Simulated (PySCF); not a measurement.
**C3H7AlN2O: runs on many settings**

Which settings matter for C3H7AlN2O (`NC(=O)CC#[N+][AlH3-]`), and how do bad ones show?

Programs: PySCF 2.14.0, with density-fitted response routines of our own. Each step states its level of theory. These are calculated values for one molecule in the gas phase, unless marked as measured. Atoms are numbered from 0 throughout.

## (1) The starting structure

14 atoms, charge 0, multiplicity 1; geometry from: GFN2-xTB.

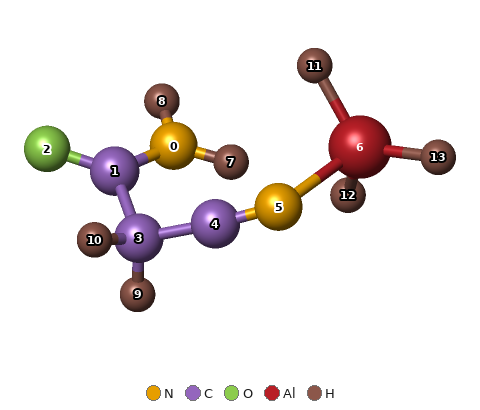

The starting geometry (nitrogen amber, carbon purple, oxygen green, aluminium red, hydrogen brown), atoms numbered.

## (2) Ultraviolet spectrum: PBE0/6-31++G**

Job settings and geometry (Å):

```
{"job": {"kind": "uv", "xc": "PBE0", "basis": "6-31++G**", "nstates": 1, "ntriplets": 2, "tda": true}, "charge": 0, "multiplicity": 1}
N     -1.461587     0.300645     0.399285
C     -1.516948    -0.986724     0.049870
O     -2.349112    -1.777392     0.404175
C     -0.400979    -1.429227    -0.961476
C      0.818186    -0.791085    -0.648179
N      1.749811    -0.201556    -0.315392
Al     1.818388     1.578831     0.589944
H     -0.706063     0.929129     0.150872
H     -2.133367     0.629535     1.076010
H     -0.729648    -1.145546    -1.965019
H     -0.313074    -2.517027    -0.910220
H      1.170572     1.109510     1.947440
H      0.750161     2.283483    -0.370015
H      3.302982     2.016951     0.520581
```

Level: TDA PBE0/6-31++G**, vertical, gas phase, core orbitals frozen in the response.

On the command line:

```console
OMP_NUM_THREADS=1 python probes_run.py task.json out
```

This one command runs all jobs of the session in turn.

Standard output:

```text
coarse grid: 12432 points
cycle   1  E = -545.1032293203  dE =  1.034e+00  |g| = 8.712e-01  |ddm| = 4.298e+00
cycle   2  E = -544.3293854771  dE =  7.738e-01  |g| = 2.122e+00  |ddm| = 4.342e+00
cycle   3  E = -545.2657424431  dE = -9.364e-01  |g| = 1.585e-01  |ddm| = 3.407e+00
cycle   4  E = -545.2686392394  dE = -2.897e-03  |g| = 1.175e-01  |ddm| = 2.722e-01
cycle   5  E = -545.2713076803  dE = -2.668e-03  |g| = 3.615e-02  |ddm| = 1.423e-01
cycle   6  E = -545.2715694470  dE = -2.618e-04  |g| = 1.163e-02  |ddm| = 4.517e-02
cycle   7  E = -545.2715978883  dE = -2.844e-05  |g| = 3.030e-03  |ddm| = 1.670e-02
cycle   8  E = -545.2715999638  dE = -2.075e-06  |g| = 5.082e-04  |ddm| = 5.002e-03
final grid: 116312 points
cycle   9  E = -545.2047329963  dE = -1.214e-05  |g| = 1.103e-02  |ddm| = 7.085e-02
cycle  10  E = -545.2046607130  dE =  7.228e-05  |g| = 2.204e-02  |ddm| = 3.463e-02
cycle  11  E = -545.2047580361  dE = -9.732e-05  |g| = 1.827e-03  |ddm| = 2.488e-02
cycle  12  E = -545.2047587596  dE = -7.235e-07  |g| = 3.251e-04  |ddm| = 2.752e-03
cycle  13  E = -545.2047587701  dE = -1.052e-08  |g| = 2.448e-04  |ddm| = 5.229e-04
cycle  14  E = -545.2047587832  dE = -1.315e-08  |g| = 4.025e-05  |ddm| = 3.077e-04
cycle  15  E = -545.2047587836  dE = -3.340e-10  |g| = 1.453e-05  |ddm| = 7.109e-05
converged SCF energy = -545.2047587836

Static polarisability (au): isotropic 80.846, principal 63.433 71.638 107.468

Singlet excitations
state   eV       nm        f      main configurations
  1   4.8699    254.6   0.00972   H->L 0.95

Triplet excitations (Tamm-Dancoff, eV): 4.6777 4.8892
```

Run time: 18 s. Hardware: 1 thread of Intel Xeon 6975P-C, shared host; peak memory 0.72 GiB.

The orbitals next to the gap, with their largest atomic shares:

| orbital | eV | atoms |
| --- | --- | --- |
| HOMO−3 | -8.85 | N0 56 %, O2 36 % |
| HOMO−2 | -8.62 | O2 70 %, C3 10 %, C1 6 % |
| HOMO−1 | -7.91 | Al6 38 %, H13 30 %, H12 25 % |
| HOMO | -7.72 | H11 37 %, Al6 37 %, H12 10 % |
| LUMO | -1.69 | C4 42 %, N5 29 %, Al6 8 % |
| LUMO+1 | -1.19 | C4 37 %, N5 28 %, H9 12 % |
| LUMO+2 | -0.60 | H9 22 %, H10 16 %, C3 14 % |

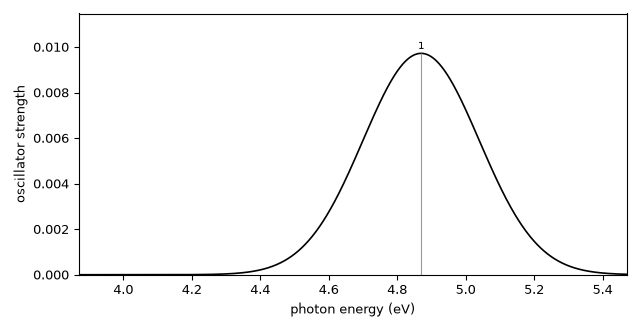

Absorption spectrum from the 1 singlet states computed; above the last one it falls off for lack of states. Lines are broadened to a width of 0.40 eV (Gaussian).

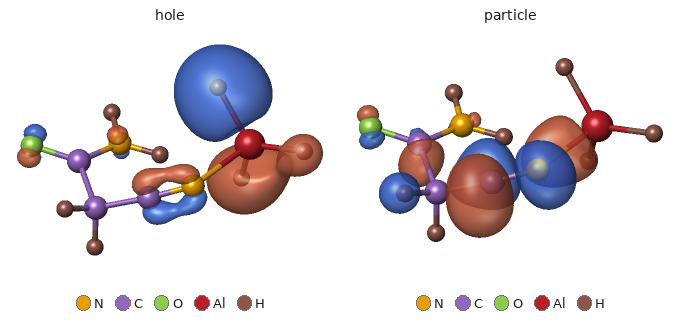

Leading natural transition orbitals of singlet state 1: the electron leaves the hole (left) for the particle orbital (right).

Ground-state properties from the same run:

| property | computed |
| --- | --- |
| dipole moment (D) | 3.61 |
| polarisability (Å³) | 11.98 |
| HOMO–LUMO gap (eV) | 6.04 |
| −ε(HOMO) (eV) | 7.72 |

The fields below are evaluated on a grid from the run's orbitals.

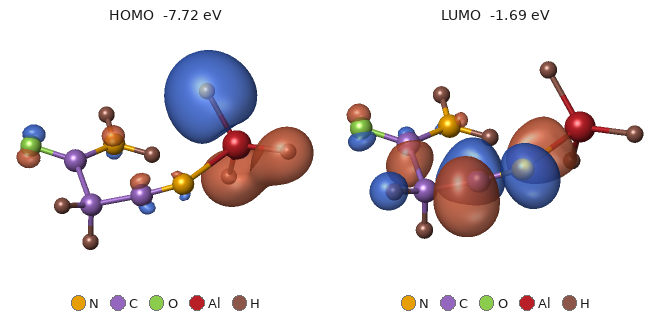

PBE0/6-31++G** orbitals near the gap, drawn at the value that encloses 70 % of each; the two colours are the two signs.

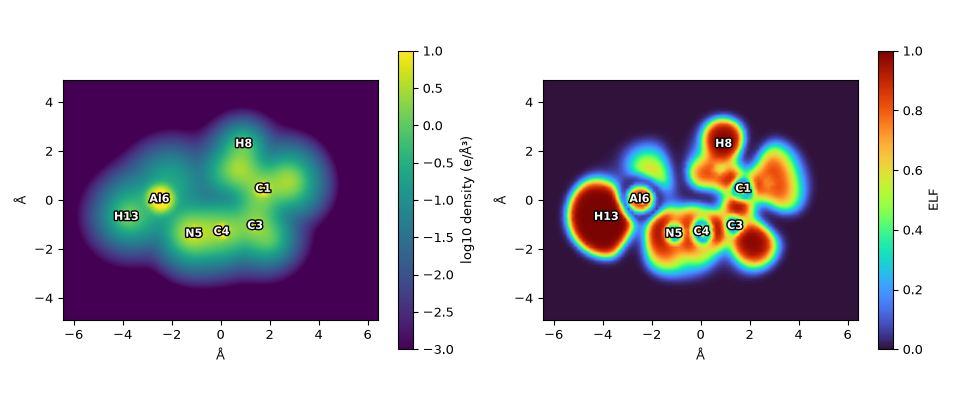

Density (left) and ELF (right) in a plane through or near 7 of the atoms.

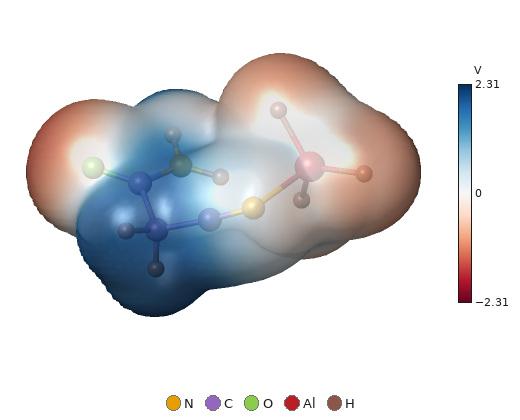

Electrostatic potential on the surface of density 0.002 e/bohr³; red is low, blue high. It runs from -1.31 V near O2 to 2.31 V near H8.

## (3) Ultraviolet spectrum: OLYP/def2-SVPD

Same as in step 2 but for these lines:

```diff
@@ -1,2 +1,2 @@
-{"job": {"kind": "uv", "xc": "PBE0", "basis": "6-31++G**", "nstates": 1, "ntriplets": 2, "tda": true}, "charge": 0, "multiplicity": 1}
+{"job": {"kind": "uv", "xc": "OLYP", "basis": "def2-SVPD", "nstates": 1, "ntriplets": 2, "tda": false, "scf": {"aux": "def2-qzvpp-jkfit", "guess": "sap"}}, "charge": 0, "multiplicity": 1}
 N     -1.461587     0.300645     0.399285
```

Method: TDDFT OLYP/def2-SVPD, vertical, gas phase, core orbitals frozen in the response.

Standard output:

```text
final grid: 116312 points
cycle   1  E = -462.5753190048  dE =  7.706e+01  |g| = 9.068e+00  |ddm| = 2.357e+02
cycle   2  E = -367.2487652522  dE =  9.533e+01  |g| = 1.552e+01  |ddm| = 3.448e+02
cycle   3  E = -525.3081839798  dE = -1.581e+02  |g| = 7.398e+00  |ddm| = 2.514e+02
cycle   4  E = -525.1481844147  dE =  1.600e-01  |g| = 6.844e+00  |ddm| = 3.120e+01
cycle   5  E = -537.5821696409  dE = -1.243e+01  |g| = 4.861e+00  |ddm| = 3.321e+01
cycle   6  E = -541.7946112800  dE = -4.212e+00  |g| = 3.042e+00  |ddm| = 1.062e+01
cycle   7  E = -539.6555688565  dE =  2.139e+00  |g| = 3.725e+00  |ddm| = 8.678e+00
cycle   8  E = -545.0958411481  dE = -5.440e+00  |g| = 8.816e-01  |ddm| = 6.968e+00
cycle   9  E = -545.1368264995  dE = -4.099e-02  |g| = 8.403e-01  |ddm| = 2.274e+00
cycle  10  E = -545.2865278629  dE = -1.497e-01  |g| = 9.195e-02  |ddm| = 1.241e+00
cycle  11  E = -545.2877098669  dE = -1.182e-03  |g| = 6.769e-02  |ddm| = 2.667e-01
cycle  12  E = -545.2886085308  dE = -8.987e-04  |g| = 3.750e-02  |ddm| = 1.123e-01
cycle  13  E = -545.2889412450  dE = -3.327e-04  |g| = 6.999e-03  |ddm| = 5.602e-02
cycle  14  E = -545.2889510502  dE = -9.805e-06  |g| = 5.101e-03  |ddm| = 1.701e-02
cycle  15  E = -545.2889549596  dE = -3.909e-06  |g| = 3.365e-03  |ddm| = 1.036e-02
cycle  16  E = -545.2889574194  dE = -2.460e-06  |g| = 7.240e-04  |ddm| = 4.094e-03
cycle  17  E = -545.2889575408  dE = -1.215e-07  |g| = 1.833e-04  |ddm| = 1.378e-03
cycle  18  E = -545.2889575502  dE = -9.363e-09  |g| = 5.036e-05  |ddm| = 3.759e-04
cycle  19  E = -545.2889575509  dE = -6.798e-10  |g| = 1.145e-05  |ddm| = 1.017e-04
converged SCF energy = -545.2889575509

Static polarisability (au): isotropic 88.486, principal 67.397 80.967 117.095

Singlet excitations
state   eV       nm        f      main configurations
  1   3.8486    322.2   0.00435   H->L 0.97

Triplet excitations (Tamm-Dancoff, eV): 3.7322 3.8782
```

It took 32 s on 1 thread of Intel Xeon 6975P-C, shared host; peak memory 0.72 GiB.

Key values: HOMO -6.29 eV, LUMO -2.49 eV; lowest singlet 3.85 eV.

## (4) Ultraviolet spectrum: SCAN/def2-SVPD

Same as in step 3 but for these lines:

```diff
@@ -1,2 +1,2 @@
-{"job": {"kind": "uv", "xc": "OLYP", "basis": "def2-SVPD", "nstates": 1, "ntriplets": 2, "tda": false, "scf": {"aux": "def2-qzvpp-jkfit", "guess": "sap"}}, "charge": 0, "multiplicity": 1}
+{"job": {"kind": "uv", "xc": "SCAN", "basis": "def2-SVPD", "nstates": 12, "ntriplets": 0, "tda": false, "grid": 0, "scf": {"max_cycle": 63}}, "charge": 0, "multiplicity": 1}
 N     -1.461587     0.300645     0.399285
```

Level: SCAN/def2-SVPD.

Standard output:

```text
NotImplementedError: meta-GGA kernel
```

Run time: 11 s. Hardware: 1 thread of Intel Xeon 6975P-C, shared host; peak memory 0.73 GiB.

**What went wrong.** This response code has no terms for the kinetic-energy density, so it refuses meta-GGA functionals here. Cure: take a GGA or a hybrid, or another code.

(Part 1 of 2 ends here.)
